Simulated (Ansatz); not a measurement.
**Molecular dynamics of AlH₄O₂F (part 4 of 4)**

AlH₄O₂F; RKS PBE-D4/def2-SVP (Ansatz 0.2.0). It belongs to a series of runs on one base structure; here: dynamics from the highest image of the converged band.

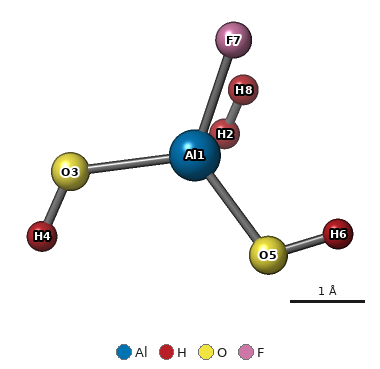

*The geometry at step 166 of the log (ball-and-stick view, seen at a tilt; atoms are numbered from 1 in the order of the input).*

Trajectory as extended XYZ, continued
```
8
Properties=species:S:1:pos:R:3:forces:R:3 step=128 time_fs=64.0 energy=-13458.80423 temperature=84.5
Al    0.0596    0.5840   -0.2681   -1.2320   0.5914   0.4266
H     0.1355   -0.3804    1.9334   -0.0722   0.8395   0.1024
O     1.5617   -0.0874   -0.6159    0.6650  -0.6965  -0.6070
H     1.5857   -0.8198   -1.2654    0.1071   0.2793   0.3083
O    -1.4030   -0.0750   -0.8495    0.4061  -0.0745  -0.0258
H    -2.2620   -0.3760   -0.5332    0.0469   0.1610   0.0799
F     0.0646    2.1134    0.4513    0.0136  -0.2863  -0.0885
H     0.0691    0.4114    2.0562    0.0656  -0.8139  -0.1959
8
Properties=species:S:1:pos:R:3:forces:R:3 step=132 time_fs=66.0 energy=-13458.81504 temperature=98.4
Al    0.0585    0.5850   -0.2698   -1.0391   0.6242   0.4174
H     0.1354   -0.3550    1.9389    0.0809  -0.9473  -0.1592
O     1.5645   -0.0883   -0.6173    0.4975  -0.1291  -0.1222
H     1.5826   -0.8240   -1.2420    0.1414  -0.2478  -0.1538
O    -1.4009   -0.0781   -0.8495   -0.2284  -0.2973   0.1621
H    -2.2836   -0.3274   -0.5142    0.6192   0.3339  -0.1390
F     0.0632    2.1132    0.4530    0.0155  -0.3025  -0.0970
H     0.0709    0.3813    2.0445   -0.0871   0.9659   0.0916
8
Properties=species:S:1:pos:R:3:forces:R:3 step=136 time_fs=68.0 energy=-13458.83927 temperature=129.4
Al    0.0560    0.5870   -0.2709   -0.7366   0.5335   0.3696
H     0.1379   -0.3594    1.9394    0.0716  -0.8088  -0.1370
O     1.5686   -0.0896   -0.6190    0.2935   0.1420   0.0722
H     1.5848   -0.8365   -1.2235    0.1380  -0.4258  -0.3007
O    -1.3992   -0.0819   -0.8492    0.0246  -0.2331   0.0373
H    -2.2844   -0.2669   -0.4995    0.2764   0.2255  -0.0376
F     0.0618    2.1124    0.4544    0.0119  -0.2650  -0.0804
H     0.0700    0.3816    2.0352   -0.0795   0.8317   0.0766
8
Properties=species:S:1:pos:R:3:forces:R:3 step=140 time_fs=70.0 energy=-13458.85472 temperature=149.8
Al    0.0524    0.5897   -0.2714   -0.3605   0.3436   0.2991
H     0.1426   -0.3895    1.9351   -0.0922   0.9326   0.0588
O     1.5733   -0.0907   -0.6207    0.1115  -0.2748  -0.2811
H     1.5920   -0.8629   -1.2145    0.0843   0.1218   0.1177
O    -1.3974   -0.0862   -0.8488    0.5542  -0.1674  -0.2181
H    -2.2758   -0.1977   -0.4858   -0.3823   0.1170   0.1908
F     0.0604    2.1110    0.4557    0.0042  -0.1774  -0.0400
H     0.0665    0.4086    2.0283    0.0808  -0.8954  -0.1272
8
Properties=species:S:1:pos:R:3:forces:R:3 step=143 time_fs=71.5 energy=-13458.85957 temperature=156.3
Al    0.0494    0.5920   -0.2716   -0.0302   0.2035   0.2283
H     0.1443   -0.3937    1.9328   -0.1102   1.0886   0.0628
O     1.5770   -0.0919   -0.6224   -0.0410  -0.4736  -0.4323
H     1.5997   -0.8812   -1.2060    0.0424   0.4278   0.3282
O    -1.3952   -0.0897   -0.8488    0.3046  -0.2365  -0.1752
H    -2.2766   -0.1426   -0.4715   -0.2602   0.1423   0.1187
F     0.0594    2.1097    0.4566   -0.0028  -0.1034  -0.0066
H     0.0654    0.4114    2.0205    0.0974  -1.0488  -0.1238
8
Properties=species:S:1:pos:R:3:forces:R:3 step=147 time_fs=73.5 energy=-13458.89281 temperature=198.0
Al    0.0453    0.5954   -0.2715    0.4350   0.0434   0.1126
H     0.1434   -0.3686    1.9312    0.0357  -0.3845  -0.0909
O     1.5819   -0.0944   -0.6254   -0.2952  -0.0885  -0.1480
H     1.6114   -0.8925   -1.1847    0.0225   0.1810   0.1280
O    -1.3920   -0.0949   -0.8491   -0.6077  -0.2800   0.1408
H    -2.2835   -0.0643   -0.4499    0.4716   0.1236  -0.2346
F     0.0580    2.1079    0.4578   -0.0138  -0.0087   0.0332
H     0.0667    0.3857    2.0067   -0.0481   0.4137   0.0588
8
Properties=species:S:1:pos:R:3:forces:R:3 step=151 time_fs=75.5 energy=-13458.87499 temperature=176.2
Al    0.0419    0.5988   -0.2712    0.8390  -0.1549  -0.0113
H     0.1438   -0.3570    1.9264    0.1283  -1.2427  -0.1691
O     1.5860   -0.0970   -0.6287   -0.5435   0.5983   0.3156
H     1.6240   -0.8979   -1.1592    0.0290  -0.3806  -0.2621
O    -1.3901   -0.1008   -0.8491   -0.9055  -0.1980   0.2567
H    -2.2743    0.0183   -0.4365    0.6212   0.0157  -0.3621
F     0.0567    2.1060    0.4591   -0.0278   0.0964   0.0758
H     0.0663    0.3745    1.9949   -0.1408   1.2658   0.1565
8
Properties=species:S:1:pos:R:3:forces:R:3 step=155 time_fs=77.5 energy=-13458.89753 temperature=204.4
Al    0.0397    0.6021   -0.2710    1.1160  -0.4134  -0.1215
H     0.1481   -0.3830    1.9159   -0.0678   0.5764  -0.0106
O     1.5889   -0.0983   -0.6314   -0.6554   0.5369   0.2662
H     1.6376   -0.9155   -1.1420   -0.0113  -0.2159  -0.1597
O    -1.3901   -0.1071   -0.8485   -0.3741  -0.1793   0.0527
H    -2.2438    0.1020   -0.4359   -0.0159   0.0255  -0.1407
F     0.0552    2.1043    0.4605   -0.0445   0.2143   0.1201
H     0.0615    0.4020    1.9881    0.0530  -0.5445  -0.0064
8
Properties=species:S:1:pos:R:3:forces:R:3 step=158 time_fs=79.0 energy=-13458.87240 temperature=172.9
Al    0.0390    0.6041   -0.2709    1.2394  -0.5814  -0.2015
H     0.1501   -0.3936    1.9073   -0.1355   1.1584   0.0424
O     1.5900   -0.0985   -0.6330   -0.6465   0.1022   0.0075
H     1.6476   -0.9343   -1.1334   -0.0745   0.2731   0.1295
O    -1.3909   -0.1122   -0.8480   -0.0512  -0.1856  -0.0475
H    -2.2196    0.1654   -0.4396   -0.3944   0.0748  -0.0151
F     0.0541    2.1033    0.4618   -0.0572   0.2828   0.1421
H     0.0587    0.4145    1.9834    0.1199  -1.1243  -0.0574
8
Properties=species:S:1:pos:R:3:forces:R:3 step=162 time_fs=81.0 energy=-13458.88967 temperature=194.0
Al    0.0397    0.6061   -0.2711    1.3017  -0.7060  -0.2914
H     0.1488   -0.3730    1.8970   -0.0251   0.1867  -0.0364
O     1.5901   -0.0985   -0.6351   -0.6203  -0.0864  -0.0730
H     1.6582   -0.9499   -1.1173   -0.1189   0.4948   0.2391
O    -1.3921   -0.1193   -0.8473   -0.3726   0.0741   0.1950
H    -2.1989    0.2516   -0.4460   -0.1048  -0.1168  -0.2170
F     0.0524    2.1025    0.4636   -0.0721   0.3208   0.1427
H     0.0584    0.3974    1.9756    0.0120  -0.1671   0.0411
8
Properties=species:S:1:pos:R:3:forces:R:3 step=166 time_fs=83.0 energy=-13458.85412 temperature=149.5
Al    0.0422    0.6071   -0.2717    1.2381  -0.7543  -0.3386
H     0.1470   -0.3483    1.8848    0.1668  -1.3790  -0.1983
O     1.5887   -0.0985   -0.6374   -0.6295   0.4371   0.2404
H     1.6646   -0.9489   -1.0934   -0.0710  -0.0406  -0.0688
O    -1.3943   -0.1261   -0.8461   -0.7838   0.5143   0.4980
H    -2.1818    0.3329   -0.4608    0.3381  -0.4685  -0.4725
F     0.0507    2.1024    0.4658   -0.0829   0.3105   0.1175
H     0.0583    0.3770    1.9697   -0.1758   1.3804   0.2223
8
Properties=species:S:1:pos:R:3:forces:R:3 step=170 time_fs=85.0 energy=-13458.87383 temperature=173.6
Al    0.0465    0.6070   -0.2727    1.0294  -0.7851  -0.3066
H     0.1501   -0.3648    1.8664   -0.0095   0.0593  -0.0218
O     1.5859   -0.0976   -0.6390   -0.5511   0.7955   0.4285
H     1.6684   -0.9492   -1.0719   -0.0194  -0.4524  -0.2868
O    -1.3981   -0.1318   -0.8438   -0.4836   0.6489   0.4746
H    -2.1539    0.3973   -0.4927    0.1206  -0.4844  -0.3998
F     0.0487    2.1028    0.4682   -0.0891   0.2780   0.0760
H     0.0528    0.3979    1.9710    0.0027  -0.0597   0.0359
8
Properties=species:S:1:pos:R:3:forces:R:3 step=174 time_fs=87.0 energy=-13458.84960 temperature=143.5
Al    0.0522    0.6058   -0.2742    0.6750  -0.7360  -0.2260
H     0.1530   -0.3814    1.8470   -0.1512   1.1299   0.1582
O     1.5817   -0.0949   -0.6397   -0.2693   0.2067   0.1341
H     1.6710   -0.9637   -1.0598   -0.0670   0.0401  -0.0459
O    -1.4031   -0.1360   -0.8404    0.2564   0.4185   0.2736
H    -2.1228    0.4444   -0.5392   -0.5016  -0.1297  -0.1529
F     0.0466    2.1039    0.4708   -0.0893   0.2027   0.0137
H     0.0471    0.4189    1.9737    0.1470  -1.1322  -0.1548
8
Properties=species:S:1:pos:R:3:forces:R:3 step=177 time_fs=88.5 energy=-13458.86391 temperature=161.3
Al    0.0571    0.6042   -0.2755    0.3346  -0.5990  -0.1478
H     0.1519   -0.3686    1.8359   -0.0877   0.6381   0.1105
O     1.5781   -0.0925   -0.6400   -0.0095  -0.3187  -0.1077
H     1.6714   -0.9749   -1.0525   -0.1087   0.4653   0.1487
O    -1.4065   -0.1384   -0.8374    0.5194   0.3793   0.2457
H    -2.1102    0.4753   -0.5788   -0.6522  -0.0200  -0.0985
F     0.0449    2.1049    0.4727   -0.0828   0.1086  -0.0505
H     0.0462    0.4094    1.9725    0.0869  -0.6536  -0.1003
8
Properties=species:S:1:pos:R:3:forces:R:3 step=181 time_fs=90.5 energy=-13458.85579 temperature=151.2
Al    0.0641    0.6013   -0.2775   -0.1670  -0.3108  -0.0212
H     0.1485   -0.3376    1.8235    0.1656  -1.1757  -0.2010
O     1.5734   -0.0899   -0.6406    0.2520  -0.3437  -0.1049
H     1.6685   -0.9751   -1.0384   -0.0678   0.3289   0.0743
O    -1.4101   -0.1407   -0.8328    0.2297   0.7955   0.3668
H    -2.1131    0.5143   -0.6353   -0.1885  -0.3881  -0.2006
F     0.0425    2.1065    0.4752   -0.0633  -0.0412  -0.1451
H     0.0468    0.3821    1.9688   -0.1607   1.1350   0.2318
8
Properties=species:S:1:pos:R:3:forces:R:3 step=185 time_fs=92.5 energy=-13458.86528 temperature=162.7
Al    0.0709    0.5980   -0.2795   -0.6690  -0.0141   0.1561
H     0.1502   -0.3428    1.8050    0.0800  -0.5518  -0.0660
O     1.5692   -0.0880   -0.6414    0.4325   0.1705   0.1197
H     1.6633   -0.9646   -1.0221    0.0500  -0.3559  -0.2366
O    -1.4131   -0.1411   -0.8273   -0.0204   1.1260   0.3634
H    -2.1235    0.5386   -0.6992    0.2331  -0.7053  -0.1995
F     0.0399    2.1079    0.4774   -0.0354  -0.1696  -0.2282
H     0.0425    0.3894    1.9723   -0.0707   0.5002   0.0912
8
Properties=species:S:1:pos:R:3:forces:R:3 step=189 time_fs=94.5 energy=-13458.85077 temperature=144.8
Al    0.0766    0.5947   -0.2812   -1.1317   0.2435   0.3337
H     0.1545   -0.3667    1.7847   -0.1472   0.9593   0.3089
O     1.5661   -0.0858   -0.6420    0.6873   0.0482   0.0520
H     1.6597   -0.9656   -1.0140    0.0790  -0.3847  -0.2521
O    -1.4161   -0.1389   -0.8210    0.3156   0.8594   0.2341
H    -2.1269    0.5378   -0.7703    0.0420  -0.4425  -0.0812
F     0.0373    2.1091    0.4791   -0.0041  -0.2710  -0.2926
H     0.0358    0.4135    1.9786    0.1591  -1.0121  -0.3027
8
Properties=species:S:1:pos:R:3:forces:R:3 step=192 time_fs=96.0 energy=-13458.85468 temperature=149.7
Al    0.0799    0.5924   -0.2822   -1.4158   0.4267   0.4217
H     0.1548   -0.3649    1.7762   -0.1394   0.8899   0.3138
O     1.5649   -0.0841   -0.6423    0.9107  -0.5496  -0.2041
H     1.6589   -0.9756   -1.0140    0.0258   0.1278  -0.0375
O    -1.4179   -0.1359   -0.8159    0.7576   0.4407   0.1768
H    -2.1280    0.5256   -0.8260   -0.3122  -0.0450  -0.0301
F     0.0354    2.1096    0.4801    0.0210  -0.3406  -0.3333
H     0.0342    0.4106    1.9768    0.1522  -0.9498  -0.3073
8
Properties=species:S:1:pos:R:3:forces:R:3 step=196 time_fs=98.0 energy=-13458.86311 temperature=160.1
Al    0.0826    0.5900   -0.2830   -1.6279   0.6436   0.4688
H     0.1514   -0.3390    1.7737    0.1162  -0.7334  -0.0885
O     1.5651   -0.0831   -0.6432    1.0490  -0.9773  -0.3732
H     1.6585   -0.9836   -1.0149   -0.0117   0.4963   0.1150
O    -1.4186   -0.1310   -0.8087    0.8243   0.2738   0.1375
H    -2.1398    0.5078   -0.9013   -0.3025   0.0541  -0.0022
F     0.0328    2.1096    0.4807    0.0561  -0.4137  -0.3723
H     0.0361    0.3811    1.9659   -0.1035   0.6567   0.1149
8
Properties=species:S:1:pos:R:3:forces:R:3 step=200 time_fs=100.0 energy=-13458.86064 temperature=157.2
Al    0.0829    0.5884   -0.2832   -1.5882   0.7432   0.4827
H     0.1519   -0.3374    1.7688    0.1785  -1.0889  -0.1802
O     1.5678   -0.0843   -0.6449    0.9116  -0.4790  -0.1559
H     1.6580   -0.9754   -1.0126    0.0512   0.0155  -0.0847
O    -1.4175   -0.1253   -0.8012    0.2214   0.5646  -0.0429
H    -2.1611    0.4905   -0.9763    0.3049  -0.3381   0.1478
F     0.0303    2.1089    0.4806    0.0879  -0.4257  -0.3753
H     0.0346    0.3730    1.9583   -0.1673   1.0084   0.2085
```

This output came from the following input.

Input
```yaml
crystal:
  periodic: [false, false, false]
  atoms:
    - { symbol: Al, position_ang: [0.049913, 0.577515, -0.258913] }
    - { symbol: H, position_ang: [-0.015367, -0.340295, 1.86568] }
    - { symbol: O, position_ang: [1.585257, -0.084951, -0.62155] }
    - { symbol: H, position_ang: [1.676706, -0.812726, -1.255174] }
    - { symbol: O, position_ang: [-1.42852, -0.036361, -0.840166] }
    - { symbol: H, position_ang: [-2.00131, -0.736029, -0.502611] }
    - { symbol: F, position_ang: [0.073682, 2.103645, 0.44132] }
    - { symbol: H, position_ang: [-0.013161, 0.428803, 1.967015] }
basis:
  gaussian: { orbitals: def2-SVP }
hamiltonian:
  xc: pbe
  dispersion: d4
md:
  timestep: 0.5
  n_steps: 200
  ensemble: nve
  temperature: 100.0
  initial_velocities: maxwell_boltzmann
  seed: 11000
```

Run as:
```bash
ansatz run input.yaml --threads 1 --pin off --max-ram 2048MiB --backend cpu --events-out ev --progress --plain --runs-dir out
```

Summary

```csv
quantity,value
outcome,finished
mean temperature over the second half,134 K
trajectory,"200 steps, 100 fs"
ensemble,nve
temperature in the input,100.0 K
time step,0.5 fs
potential energy (last step),−13458.8607 eV
mean-field energy (last step),−13458.7471 eV
largest force (length of the vector) (last step),1.819 eV/Å
hardware,"1 thread of Arm Neoverse V1, 24 GiB of memory available, shared host"
wall time,7.3 min
peak memory,0.14 GiB
```

Remarks

So short a trajectory is not equilibrated.
